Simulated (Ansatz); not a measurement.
Ge$_{4}$H$_{9}$F and related structures: several calculations on one system

Part 1: Relaxation

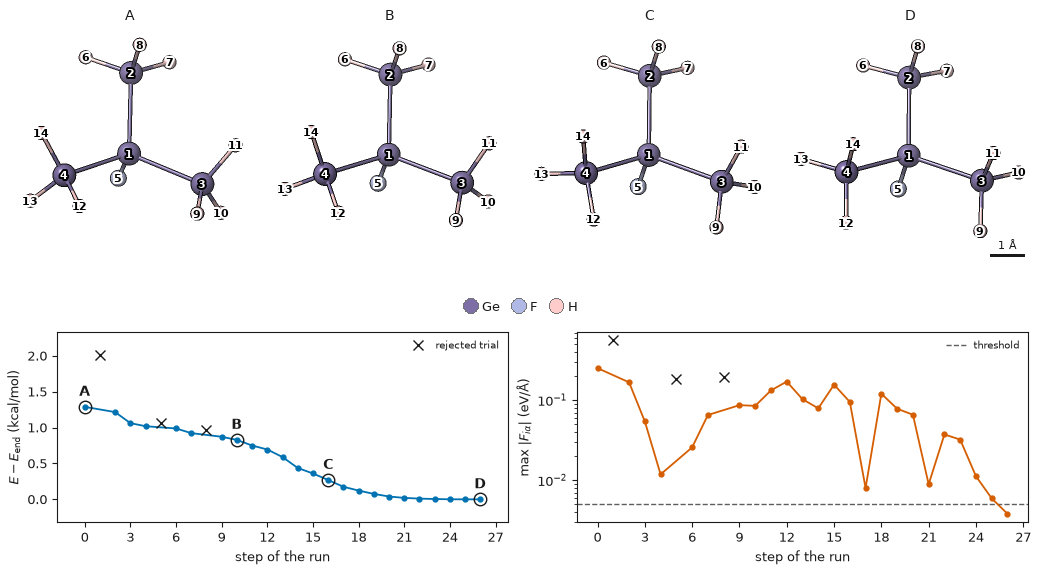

Frames of a relaxation of Ge$_{4}$H$_{9}$F, marked on the history of the run. A ball-and-stick model, seen at a tilt.

It is one of the separated reactants of a reaction.

Computed with RKS PBE0-D4/def2-TZVP (Ansatz 0.2.0). (force threshold 0.005 eV/Å; at most 200 steps)

### Describe the path.

The largest moves after the best rigid fit, 1.32 Å, are those of H10 and H13. By element the largest moves are H 1.32 Å, F 0.33 Å, Ge 0.33 Å. Near-neighbour distances that change, for instance: Ge2–H8 1.548 → 1.538 Å, Ge1–Ge2 2.440 → 2.434 Å. Among the angles between lasting bonds that change: Ge2–Ge1–F5 102.3° → 105.5°, Ge3–Ge1–Ge4 116.3° → 113.3°. Groups turn about Ge1–Ge3 by about 55°, Ge1–Ge4 by about 55°. The energy falls by 1.29 kcal/mol in 23 accepted moves (26 points after the start). The largest force component goes from 0.25 to 0.0038 eV/Å. The line search rejected the trial steps at points 1, 5, 8 of the run. The run took about 40 s of wall time on a shared GPU. From step 0 to 10: H atoms move most (0.41 Å), energy −0.46 kcal/mol. From step 10 to 16: H atoms move most (0.49 Å), energy −0.56 kcal/mol. From step 16 to 26: H atoms move most (0.48 Å), energy −0.27 kcal/mol.

```json
{"step": "0", "E − E(0), kcal/mol": "0.00", "largest force component, eV/Å": "0.2513", "note": ""}
{"step": "1", "E − E(0), kcal/mol": "0.72", "largest force component, eV/Å": "0.5574", "note": "rejected"}
{"step": "2", "E − E(0), kcal/mol": "-0.07", "largest force component, eV/Å": "0.1671", "note": ""}
{"step": "3", "E − E(0), kcal/mol": "-0.23", "largest force component, eV/Å": "0.0543", "note": ""}
{"step": "4", "E − E(0), kcal/mol": "-0.27", "largest force component, eV/Å": "0.0118", "note": ""}
{"step": "5", "E − E(0), kcal/mol": "-0.23", "largest force component, eV/Å": "0.1843", "note": "rejected"}
{"step": "6", "E − E(0), kcal/mol": "-0.30", "largest force component, eV/Å": "0.0257", "note": ""}
{"step": "7", "E − E(0), kcal/mol": "-0.37", "largest force component, eV/Å": "0.0653", "note": ""}
{"step": "8", "E − E(0), kcal/mol": "-0.33", "largest force component, eV/Å": "0.1927", "note": "rejected"}
{"step": "9", "E − E(0), kcal/mol": "-0.42", "largest force component, eV/Å": "0.0866", "note": ""}
{"step": "10", "E − E(0), kcal/mol": "-0.46", "largest force component, eV/Å": "0.0849", "note": ""}
{"step": "11", "E − E(0), kcal/mol": "-0.54", "largest force component, eV/Å": "0.1324", "note": ""}
{"step": "12", "E − E(0), kcal/mol": "-0.59", "largest force component, eV/Å": "0.1706", "note": ""}
{"step": "13", "E − E(0), kcal/mol": "-0.70", "largest force component, eV/Å": "0.1028", "note": ""}
{"step": "14", "E − E(0), kcal/mol": "-0.85", "largest force component, eV/Å": "0.0791", "note": ""}
{"step": "15", "E − E(0), kcal/mol": "-0.93", "largest force component, eV/Å": "0.1561", "note": ""}
{"step": "16", "E − E(0), kcal/mol": "-1.02", "largest force component, eV/Å": "0.0952", "note": ""}
{"step": "17", "E − E(0), kcal/mol": "-1.11", "largest force component, eV/Å": "0.0080", "note": ""}
{"step": "18", "E − E(0), kcal/mol": "-1.17", "largest force component, eV/Å": "0.1205", "note": ""}
{"step": "19", "E − E(0), kcal/mol": "-1.21", "largest force component, eV/Å": "0.0781", "note": ""}
{"step": "20", "E − E(0), kcal/mol": "-1.25", "largest force component, eV/Å": "0.0659", "note": ""}
{"step": "21", "E − E(0), kcal/mol": "-1.27", "largest force component, eV/Å": "0.0089", "note": ""}
{"step": "22", "E − E(0), kcal/mol": "-1.28", "largest force component, eV/Å": "0.0373", "note": ""}
{"step": "23", "E − E(0), kcal/mol": "-1.28", "largest force component, eV/Å": "0.0322", "note": ""}
{"step": "24", "E − E(0), kcal/mol": "-1.29", "largest force component, eV/Å": "0.0112", "note": ""}
{"step": "25", "E − E(0), kcal/mol": "-1.29", "largest force component, eV/Å": "0.0059", "note": ""}
{"step": "26", "E − E(0), kcal/mol": "-1.29", "largest force component, eV/Å": "0.0038", "note": ""}
```

Part 2: Relaxation

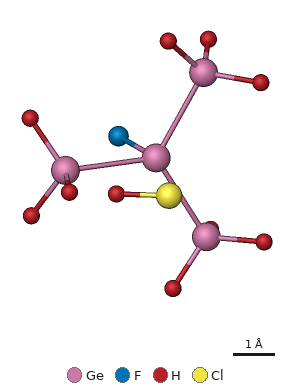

Ge4H10ClF (started from a transition state, displaced along its imaginary mode), before the relaxation. Style: ball-and-stick. Shown at a tilt.

These are results of RKS PBE0-D4/def2-TZVP (Ansatz), not measurements.

Input file:
```yaml
crystal:
  periodic: [false, false, false]
  atoms:
    - {symbol: Ge, position_ang: [-0.338970, -0.200246, -0.067295]}
    - {symbol: Ge, position_ang: [-0.353230, 2.153836, 0.165000]}
    - {symbol: Ge, position_ang: [0.214829, -1.163809, -2.251484]}
    - {symbol: Ge, position_ang: [-0.382659, -1.592331, 1.949228]}
    - {symbol: F, position_ang: [-2.144314, 0.114986, -0.296683]}
    - {symbol: H, position_ang: [1.690076, 1.578820, 0.406042]}
    - {symbol: Cl, position_ang: [2.326411, 0.443678, 0.374563]}
    - {symbol: H, position_ang: [-1.089974, 2.729910, 1.402356]}
    - {symbol: H, position_ang: [-0.732300, 2.972040, -1.091899]}
    - {symbol: H, position_ang: [1.130389, 2.596411, 0.427949]}
    - {symbol: H, position_ang: [1.292264, -2.258759, -2.153803]}
    - {symbol: H, position_ang: [-1.082391, -1.754903, -2.826441]}
    - {symbol: H, position_ang: [0.713583, -0.026747, -3.159746]}
    - {symbol: H, position_ang: [0.691178, -2.694517, 1.925315]}
    - {symbol: H, position_ang: [-1.780109, -2.225378, 2.035470]}
    - {symbol: H, position_ang: [-0.154784, -0.672892, 3.161430]}
basis:
  gaussian: {orbitals: def2-TZVP}
hamiltonian: {xc: pbe0, dispersion: d4}
relax: {f_tol: 0.005, max_steps: 200}
```

Launched with:
```bash
ansatz run in.yaml --threads 4 --pin off --events-out ev --progress --plain --max-ram 41984MiB --backend cuda --devices 0, --max-vram 37GiB
```

Q: What does the optimiser find from here?

A: The atom that moves furthest after the best rigid fit is H6 (0.74 Å). Largest moves by element: H 0.74 Å, F 0.63 Å, Cl 0.62 Å, Ge 0.47 Å. Some distances before and after: Ge2–H6 2.136 → 3.098 Å, Ge2–Cl7 3.186 → 4.021 Å, Ge1–Cl7 2.777 → 3.591 Å, Ge1–F5 1.847 → 1.768 Å. Among the angles between lasting bonds that change: Ge2–Ge1–F5 80.6° → 102.3°, Ge1–Ge2–H8 116.8° → 110.9°, Ge2–Ge1–Ge4 119.0° → 113.4°. Over 21 accepted moves (22 points after the start) the energy falls by 82.2 kJ/mol. The largest force component goes from 1.8 to 0.0045 eV/Å. The line search rejected the trial step at point 8 of the run. The run took about 90 s of wall time on a shared GPU.

Step by step:

```tsv
step	E − E(0), kJ/mol	largest force component, eV/Å	note
0	0.00	1.8214	
1	-46.96	1.1528	
2	-67.13	0.9840	
3	-73.77	0.8282	
4	-75.75	1.0195	
5	-77.50	1.3743	
6	-79.44	0.3772	
7	-81.30	0.0238	
8	-81.22	0.0612	rejected
9	-81.40	0.0167	
10	-81.68	0.1422	
11	-81.75	0.1176	
12	-81.86	0.1046	
13	-81.98	0.0669	
14	-82.02	0.0878	
15	-82.10	0.0744	
16	-82.15	0.0658	
17	-82.16	0.0960	
18	-82.19	0.0203	
19	-82.20	0.0130	
20	-82.21	0.0270	
21	-82.21	0.0168	
22	-82.21	0.0045
```

Final geometry:

```xyz
16

Ge   -0.8054   -0.1799   -0.1330
Ge   -0.5774    2.2336    0.1437
Ge    0.2236   -1.0263   -2.1767
Ge   -0.3505   -1.4370    1.9079
F    -2.5437   -0.3654   -0.3958
H     2.3240    1.1935    0.4574
Cl    2.7448   -0.0183    0.3838
H    -1.3962    2.7263    1.3462
H    -1.0201    2.9767   -1.1256
H     0.9007    2.6095    0.4067
H     1.0583   -2.2800   -1.8761
H    -0.8968   -1.3765   -3.1677
H     1.1328    0.0469   -2.7953
H     0.5704   -2.6291    1.6088
H    -1.6884   -1.9446    2.4671
H     0.3238   -0.5293    2.9486
```

The end point in the same view:

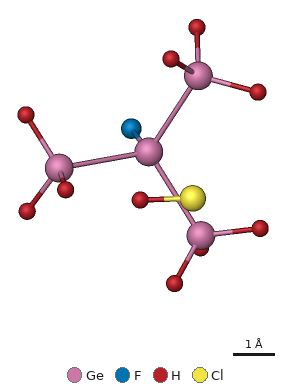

Part 3: Path

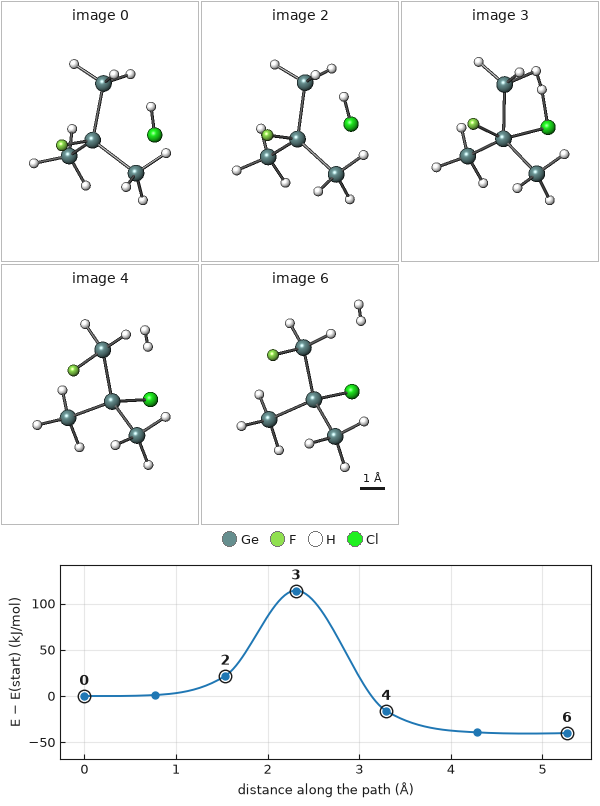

A search for the minimum-energy path of Ge4H10ClF by the nudged elastic band. Images are numbered from 0 (start) to 6 (end). The picture is a ball-and-stick view, seen from a free direction.

Computed with Ansatz, RKS PBE0-D4/def2-SVP. Run with 5 movable images; climbing image.

Describe the mechanism and the energy profile.

Answer. Forward barrier 114.2 kJ/mol, backward barrier 154.2 kJ/mol, with image 3 at the top; the reaction energy is −40.1 kJ/mol. Breaking: F–Ge (1.77 → 3.31 Å), Ge–H (1.55 → 3.46 Å), Cl–H (1.28 → 3.03 Å). Forming: Cl–Ge (3.59 → 2.19 Å), F–Ge (3.30 → 1.75 Å), H–H (2.01 → 0.75 Å). The band converged in 21 iterations. The largest component of the band force went from 4.3 to 0.048 eV/Å. The climbing image converged on the top of the path. Its curvatures weren't checked. The largest force component is 0.21 eV/Å at the start and 0.48 eV/Å at the end; an end with forces this large is no minimum, and the barrier measured from it can be far off.
